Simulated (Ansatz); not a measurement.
A series of calculations on SnH₄O

### Relaxation

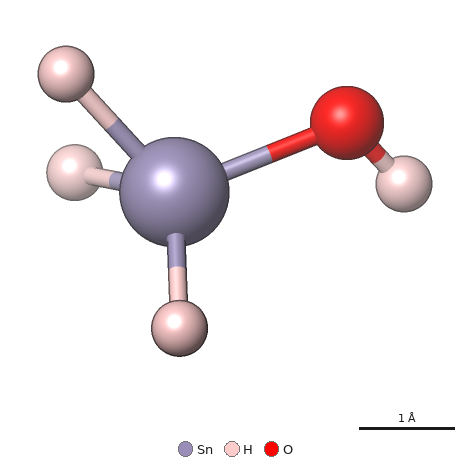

This is the input geometry for a relaxation of SnH$_{4}$O. The picture is a ball-and-stick view, seen at a tilt.

The run prepares an end point of a later path (reaction) calculation, from a guessed geometry.

These are results of RKS CAM-B3LYP/def2-SVP (Ansatz 0.2.0), not measurements.

Input file:
```yaml
crystal:
  periodic: [false, false, false]
  atoms:
    - { symbol: Sn, position_ang: [0.113183, -0.106299, 0.044524] }
    - { symbol: H, position_ang: [0.62062, 0.102716, 1.666782] }
    - { symbol: H, position_ang: [1.809241, 0.09331, 0.143673] }
    - { symbol: O, position_ang: [-0.767377, 1.487285, -0.729517] }
    - { symbol: H, position_ang: [-1.721087, 1.503676, -0.567162] }
    - { symbol: H, position_ang: [-0.61978, -1.532487, -0.5022] }
basis:
  gaussian: { orbitals: def2-SVP }
hamiltonian:
  xc: cam_b3lyp
relax:
  f_tol: 0.03
  max_steps: 50
```

Command:
```bash
ansatz run input.yaml --threads 1 --pin off --max-ram 2048MiB --backend cpu --events-out ev --progress --plain --runs-dir out
```

Where does the relaxation end?

The energy falls by 1.006 eV in 7 geometry steps. The largest force component goes from 1.8 to 0.0008 eV/Å. The largest move after the best rigid fit is that of H2, 0.55 Å. By element the largest moves are H 0.55 Å, Sn 0.18 Å, O 0.10 Å. Among the contacts that change: Sn1–H6 1.694 → 1.713 Å, Sn1–H3 1.711 → 1.701 Å, Sn1–O4 1.978 → 1.985 Å. Bond angles that change, for instance: H2–Sn1–H3 68.7° → 112.3°, H2–Sn1–H6 122.5° → 110.7°, H3–Sn1–H6 123.1° → 112.3°.

Step by step:

```tsv
step	E − E(0), eV	largest force component, eV/Å
0	0.0000	1.7600
1	-0.6205	0.9909
2	-0.9329	0.3633
3	-0.9915	0.6420
4	-1.0038	0.0630
5	-1.0053	0.0454
6	-1.0057	0.0307
7	-1.0058	0.0008
```

The structure at the end:

```xyz
6

Sn    0.2445   -0.0708    0.1577
H     0.1117    0.0651    1.8599
H     1.8492    0.1021   -0.3807
O    -0.6773    1.4683   -0.6925
H    -1.6210    1.5103   -0.4977
H    -0.4724   -1.5267   -0.3906
```

After the run, drawn alike:

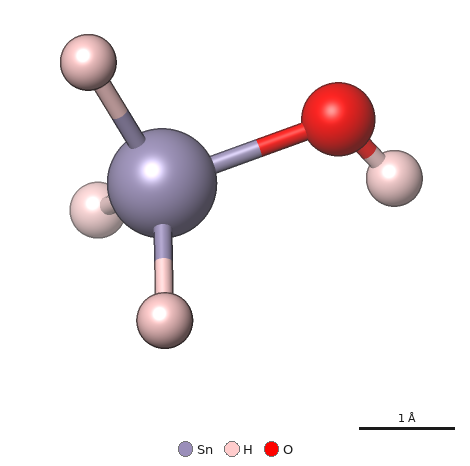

### Relaxation

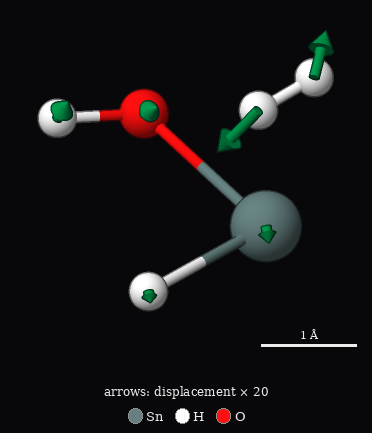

A relaxation of SnH₄O. The starting structure is drawn; green arrows show the displacements, magnified 20 times. The two geometries are superimposed by the best rigid fit.

The picture is a ball-and-stick view, seen from a free direction.

The run prepares an end point of a later path (reaction) calculation, from a guessed geometry.

Level of theory: RKS CAM-B3LYP/def2-SVP (Ansatz). (no spin polarisation; force threshold 0.03 eV/Å; at most 50 steps)

Question: What happened in the run?

Answer: An H atom moves most after the best rigid fit: 0.036 Å. Largest moves by element: H 0.036 Å, O 0.015 Å, Sn 0.010 Å. Among the contacts that change: H–H 0.720 → 0.765 Å. After 2 accepted moves (4 points after the start) the energy has fallen by 0.91 kcal/mol. Largest force component: 1.3 eV/Å at the start, 0.027 eV/Å at the end. The line search rejected the trial steps at points 2, 3 of the run. The run took 13 s on 1 thread of Arm Neoverse V1 (shared host), peak memory 0.12 GiB.

Limits of the set-up: the start holds two separate molecules, 2.7 Å apart at their closest, whose relative position is a soft coordinate and is computed without a dispersion correction.

### Path

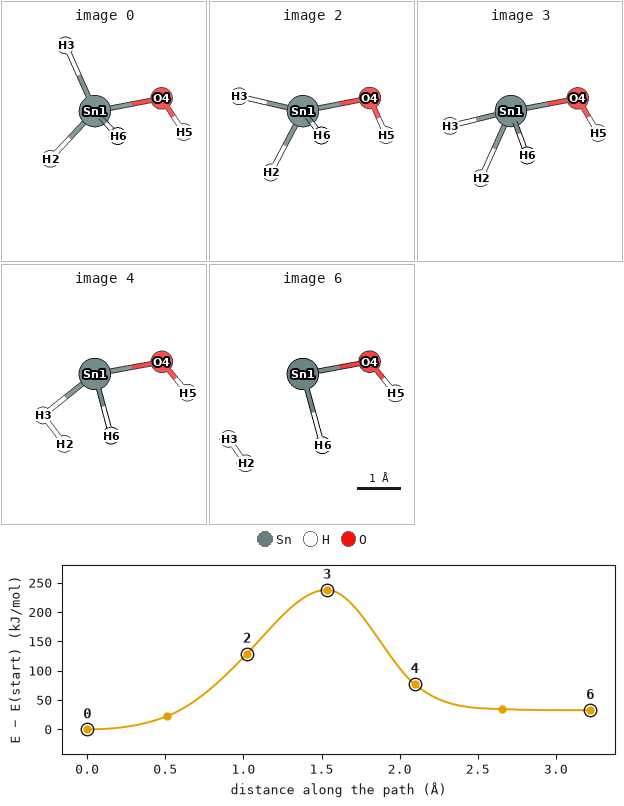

A search for the minimum-energy path of SnH$_{4}$O by the nudged elastic band. Images are numbered from 0 (start) to 6 (end). The picture is a ball-and-stick view, seen from a free direction.

These are results of Ansatz 0.2.0, RKS CAM-B3LYP/def2-SVP, not measurements.

Input file:
```yaml
crystal:
  periodic: [false, false, false]
  atoms:
    - { symbol: Sn, position_ang: [0.244665, -0.070596, 0.157749] }
    - { symbol: H, position_ang: [0.113862, 0.067779, 1.85994] }
    - { symbol: H, position_ang: [1.848747, 0.10168, -0.382686] }
    - { symbol: O, position_ang: [-0.678152, 1.467257, -0.693619] }
    - { symbol: H, position_ang: [-1.621642, 1.509411, -0.497775] }
    - { symbol: H, position_ang: [-0.47268, -1.527329, -0.387509] }
basis:
  gaussian: { orbitals: def2-SVP }
hamiltonian:
  xc: cam_b3lyp
neb:
  order_check: false
  images: 5
  f_tol: 0.05
  max_iterations: 60
  final_atoms:
    - { symbol: Sn, position_ang: [0.09759255, -0.15183588, -1.19405651] }
    - { symbol: H, position_ang: [1.19774378, -0.24149263, 1.50576565] }
    - { symbol: H, position_ang: [1.79000775, 0.1355739, 1.20152588] }
    - { symbol: O, position_ang: [-1.02735914, 1.48734366, -1.03630761] }
    - { symbol: H, position_ang: [-1.76619388, 1.42289635, -0.41746961] }
    - { symbol: H, position_ang: [-0.85699107, -1.10428339, -0.0033578] }
  initial_path:
    images:
      - { positions_ang: [[0.244665, -0.070596, 0.157749], [0.113862, 0.067779, 1.85994], [1.848747, 0.10168, -0.382686], [-0.678152, 1.467257, -0.693619], [-1.621642, 1.509411, -0.497775], [-0.47268, -1.527329, -0.387509]] }
      - { positions_ang: [[0.16269278, -0.04722322, 0.10540055], [0.49077132, 0.04544914, 1.73587232], [1.84026742, 0.06584682, -0.03511034], [-0.75897481, 1.51154415, -0.68056844], [-1.70799407, 1.46385561, -0.62201126], [-0.59196264, -1.4912705, -0.44748283]] }
      - { positions_ang: [[0.08072056, -0.02385045, 0.05305211], [0.86768064, 0.02311928, 1.61180463], [1.83178784, 0.03001364, 0.31246533], [-0.83979762, 1.5558313, -0.66751788], [-1.79434615, 1.41830022, -0.74624752], [-0.71124528, -1.455212, -0.50745666]] }
      - { positions_ang: [[-0.00125166, -0.00047767, 0.00070366], [1.24458997, 0.00078942, 1.48773695], [1.82330826, -0.00581953, 0.66004099], [-0.92062043, 1.60011845, -0.65446733], [-1.88069822, 1.37274484, -0.87048378], [-0.83052792, -1.4191535, -0.56743049]] }
      - { positions_ang: [[0.03169641, -0.05093041, -0.39754973], [1.22897457, -0.07997127, 1.49374652], [1.81220809, 0.04131161, 0.84053595], [-0.9562, 1.56252685, -0.78174742], [-1.84253011, 1.38946201, -0.71947906], [-0.83934897, -1.3141968, -0.37940626]] }
      - { positions_ang: [[0.06464448, -0.10138314, -0.79580312], [1.21335918, -0.16073195, 1.49975608], [1.80110792, 0.08844275, 1.02103092], [-0.99177957, 1.52493525, -0.90902751], [-1.80436199, 1.40617918, -0.56847433], [-0.84817002, -1.2092401, -0.19138203]] }
      - { positions_ang: [[0.09759255, -0.15183588, -1.19405651], [1.19774378, -0.24149263, 1.50576565], [1.79000775, 0.1355739, 1.20152588], [-1.02735914, 1.48734366, -1.03630761], [-1.76619388, 1.42289635, -0.41746961], [-0.85699107, -1.10428339, -0.0033578]] }
```

Command:
```bash
ansatz run input.yaml --threads 1 --pin off --max-ram 2048MiB --backend cpu --events-out ev --progress --plain --runs-dir out
```

**Read off the barrier and say what moves.**

Forward barrier 238.1 kJ/mol, backward barrier 205.3 kJ/mol, with image 3 at the top; the reaction energy is +32.8 kJ/mol. Breaking: Sn1–H2 (1.71 → 1.93 at the top → 2.92 Å), Sn1–H3 (1.70 → 1.72 at the top → 2.95 Å). Forming: H2–H3 (2.84 → 1.43 at the top → 0.77 Å). The band converged in 12 iterations. The largest component of the band force went from 5.1 to 0.028 eV/Å. The climbing image converged on the top of the path. Its vibrational analysis gives one imaginary mode (1358i cm⁻¹), as a transition state must have.
